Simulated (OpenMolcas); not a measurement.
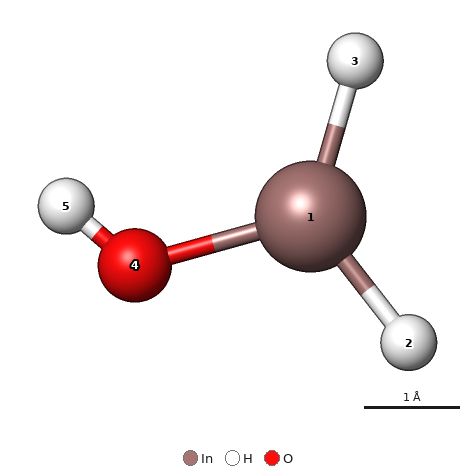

**Figure 1.** The structure as given in the input (ball-and-stick view, seen on its broad side; atoms are numbered from 1 in the order of the input). Sticks mark near contacts. Bond lengths as drawn: H–In 1.69 to 1.70 Å, H–O 0.96 Å and In–O 1.93 Å.

InH$_{3}$O: energy and gradient calculation (part 1 of 2)

The run: energy and gradient calculation of InH$_{3}$O (InH2(OH)), SMILES [H][In]([H])[OH]. Method and program: HF/def2-SVP, RHF (OpenMolcas 26.06).

The geometry comes from this level: GFN2-xTB.

The input:
```
* H3InO Hartree-Fock

&GATEWAY
  BASLIB = $CurrDir
  COORD
  5
  angstrom
  In       0.340170       0.465720      -0.104120
  H        2.012910       0.451630      -0.310070
  H       -0.660060       1.845200      -0.135400
  O       -0.382610      -1.293370       0.200710
  H       -1.310410      -1.469180       0.348880
  BASIS = def2-SVP
  GROUP = NoSym

&SEWARD

&SCF
  THRESHOLDS = 1e-10 1e-07 1e-07 1e-05
  PRORBITALS = 1 2

&ALASKA
```

Hardware: 1 thread of Arm Neoverse V1, 24 GiB of memory available, shared host.

Launch command:
```bash
export MOLCAS_MEM=1860
pymolcas test.input > test.log
```

What the program printed:
```
--- Start Module: gateway ---

                                              &GATEWAY

                       available to each process: 1.9 GB of memory, 1 thread

 Basis Set     1 Label: IN.DEF2-SVP
 Basis set is read from library:.
 basistype.tbl is not found

 Basis Set     2 Label: H.DEF2-SVP
 Basis set is read from library:.
 basistype.tbl is not found

 Basis Set     3 Label: O.DEF2-SVP
 Basis set is read from library:.
 basistype.tbl is not found

 Basis Set     4 Label: H.DEF2-SVP
 Basis set is read from library:.
 basistype.tbl is not found

++    Symmetry information:
      ---------------------

                    Character Table for C1

                             E
                    a        1  x, y, xy, Rz, z, xz, Ry, yz, Rx, I
--

++    Basis set information:
      ----------------------

      Basis set label: IN.DEF2-SVP....ECP.....

      Electronic valence basis set:
      ------------------
      Associated Effective Charge  21.000000 au
      Associated Actual Charge     49.000000 au
      Nuclear Model: Point charge

      Shell  nPrim  nBasis  Cartesian Spherical Contaminant
         s      10       4        X
         p       7       4        X
         d       6       2                 X

      Pseudo Potential specification:
      =======================================

      Number of Core Electrons:  28

      Potential  nTerms
           H       2
         s-H       4
         p-H       6
         d-H       6

      Effective Core Potential specification:
      =======================================

      Basis set label: H.DEF2-SVP.........

      Electronic valence basis set:
      ------------------
      Associated Effective Charge   1.000000 au
      Associated Actual Charge      1.000000 au
      Nuclear Model: Point charge

      Shell  nPrim  nBasis  Cartesian Spherical Contaminant
         s       4       2        X
         p       1       1        X

      Basis set label: O.DEF2-SVP.........

      Electronic valence basis set:
      ------------------
      Associated Effective Charge   8.000000 au
      Associated Actual Charge      8.000000 au
      Nuclear Model: Point charge

      Shell  nPrim  nBasis  Cartesian Spherical Contaminant
         s       7       3        X
         p       4       2        X
         d       1       1                 X

      Basis set label: H.DEF2-SVP.........

      Electronic valence basis set:
      ------------------
      Associated Effective Charge   1.000000 au
      Associated Actual Charge      1.000000 au
      Nuclear Model: Point charge

      Shell  nPrim  nBasis  Cartesian Spherical Contaminant
         s       4       2        X
         p       1       1        X
--

++    Molecular structure info:
      -------------------------

                    ************************************************
                    **** Cartesian Coordinates / bohr, angstrom ****
                    ************************************************

     Center  Label                x              y              z                     x              y              z
        1      IN1              0.642828       0.880083      -0.196758              0.340170       0.465720      -0.104120
        2      H2               3.803849       0.853457      -0.585947              2.012910       0.451630      -0.310070
        3      H3              -1.247333       3.486923      -0.255869             -0.660060       1.845200      -0.135400
        4      O4              -0.723028      -2.444115       0.379287             -0.382610      -1.293370       0.200710
        5      H5              -2.476316      -2.776348       0.659288             -1.310410      -1.469180       0.348880

                    ***************************************
                    *    InterNuclear Distances / bohr    *
                    ***************************************

               1 IN1           2 H2            3 H3            4 O4            5 H5
    1 IN1      0.000000
    2 H2       3.185000        0.000000
    3 H3       3.220530        5.706008        0.000000
    4 O4       3.639737        5.683157        5.987948        0.000000
    5 H5       4.881738        7.359794        6.447982        1.806322        0.000000

                    *******************************************
                    *    InterNuclear Distances / angstrom    *
                    *******************************************

               1 IN1           2 H2            3 H3            4 O4            5 H5
    1 IN1      0.000000
    2 H2       1.685430        0.000000
    3 H3       1.704231        3.019489        0.000000
    4 O4       1.926066        3.007397        3.168686        0.000000
    5 H5       2.583304        3.894635        3.412125        0.955864        0.000000
--

            Nuclear Potential Energy             71.21178887 au

--- Stop Module: gateway /rc=_RC_ALL_IS_WELL_ ---

--- Start Module: seward ---

                                              &SEWARD

                       available to each process: 1.9 GB of memory, 1 thread

               SEWARD will generate:
                  Multipole Moment integrals up to order  2
                  Kinetic Energy integrals
                  Nuclear Attraction integrals (point charge)
                  One-Electron Hamiltonian integrals modified with ECP contributions
                  Velocity integrals
                  Pseudo Potential integrals
                  Orbital angular momentum around (  0.4658   0.4750  -0.1249 )
                  Velocity quadrupole around (  0.4658   0.4750  -0.1249 )
                  Two-Electron Repulsion integrals

                   Integrals are discarded if absolute value <: 1.00E-14
                   Integral cutoff threshold is set to       <: 1.00E-16

            Nuclear Potential Energy             71.21178887 au

      Basis set specifications :
      Symmetry species         a
      Basis functions           55

--- Stop Module: seward /rc=_RC_ALL_IS_WELL_ ---

--- Start Module: scf ---

                                                &SCF

                       available to each process: 1.9 GB of memory, 1 thread

++    Input section:
      --------------

      Header of the integral files:

      Cartesian coordinates in angstrom:
      -----------------------------------------------------
      No.  Label        X            Y            Z
      -----------------------------------------------------
       1   IN1        0.34017000   0.46572000  -0.10412000
       2   H2         2.01291000   0.45163000  -0.31007000
       3   H3        -0.66006000   1.84520000  -0.13540000
       4   O4        -0.38261000  -1.29337000   0.20071000
       5   H5        -1.31041000  -1.46918000   0.34888000
      -----------------------------------------------------
      Nuclear repulsion energy =   71.21178887
--

++    Orbital specifications:
      -----------------------

      Symmetry species               1
                                     a
      Frozen orbitals                0
      Occupied orbitals             16
      Secondary orbitals            39
      Deleted orbitals               0
      Total number of orbitals      55
      Number of basis functions     55
--

      Molecular charge                           0.000

++    Optimization specifications:
      ----------------------------

      SCF Algorithm: Conventional
      Minimized density differences are used
      Number of density matrices in core                 5
      Maximum number of NDDO SCF iterations            400
      Maximum number of HF SCF iterations              400
      Threshold for SCF energy change             1.00E-10
      Threshold for density matrix                1.00E-07
      Threshold for Fock matrix                   1.00E-07
      Threshold for linear dependence             1.00E-09
      Threshold at which DIIS is turned on        1.50E-01
      Maximum depth in the DIIS procedure                5
      Maximum depth in the BFGS Hessian update          30
      Threshold at which QNR/C2DIIS is turned on  7.50E-02
      Threshold for Norm(delta) (QNR/C2DIIS)      1.00E-05
      All orbitals punched on: SCFORB
--

      Input vectors read from INPORB
      Orbital file label: *Guess orbitals

++ Convergence information
                                   SCF        iterations: Energy and convergence statistics

Iter     Tot. SCF        One-elec.       Two-elec.     Energy      Max Dij or  Max Fij      DNorm      TNorm      AccCon     Time
         Energy          Energy          Energy        Change      Delta Norm                                                in Sec.
   1  -246.955590844  -558.141644466   239.974264750   0.00E+00    5.65E-01*   1.85E+01*    1.91E+01   1.10E+02   None         0.
   2  -265.642051092  -583.092897551   246.239057587  -1.87E+01*   1.17E-01*   3.35E-01*    5.56E+00   1.11E+02   EDIIS        0.
   3  -265.710016802  -582.817679134   245.895873460  -6.80E-02*   6.57E-02*   6.37E-02*    9.56E-01   1.11E+02   c2DIIS       0.
   4  -265.726218955  -582.003546315   245.065538487  -1.62E-02*   5.82E-02*   3.55E-02*    2.64E-01   1.11E+02   QNRc2DIIS    0.
   5  -265.728703674  -582.773559561   245.833067015  -2.48E-03*   2.37E-02*   2.70E-02*    9.51E-02   1.11E+02   QNRc2DIIS    0.
   6  -265.731163226  -582.452975890   245.510023791  -2.46E-03*   2.70E-03*   5.06E-04*    9.17E-03   1.11E+02   QNRc2DIIS    0.
   7  -265.731173235  -582.461128646   245.518166539  -1.00E-05*   5.37E-04*   1.39E-04*    6.98E-03   1.11E+02   QNRc2DIIS    0.
   8  -265.731173708  -582.458179435   245.515216855  -4.73E-07*   1.89E-04*   4.24E-05*    1.18E-03   1.11E+02   QNRc2DIIS    0.
   9  -265.731173757  -582.458982169   245.516019541  -4.88E-08*   4.45E-05*   9.69E-06*    3.92E-04   1.11E+02   QNRc2DIIS    0.
  10  -265.731173759  -582.458712078   245.515749446  -2.95E-09*   1.15E-05*   2.73E-06*    7.80E-05   1.11E+02   QNRc2DIIS    0.
  11  -265.731173760  -582.458719838   245.515757206  -1.77E-10*   4.20E-06    1.06E-06*    2.61E-05   1.11E+02   QNRc2DIIS    0.
  12  -265.731173760  -582.458726848   245.515764216  -1.91E-11    5.92E-07    1.01E-07*    1.62E-04   1.11E+02   QNRc2DIIS    0.
  13  -265.731173760  -582.458729021   245.515766389  -1.14E-13    1.22E-07    2.70E-08     1.85E-03   1.11E+02   QNRc2DIIS    0.

       Convergence after  13 Iterations
--
```
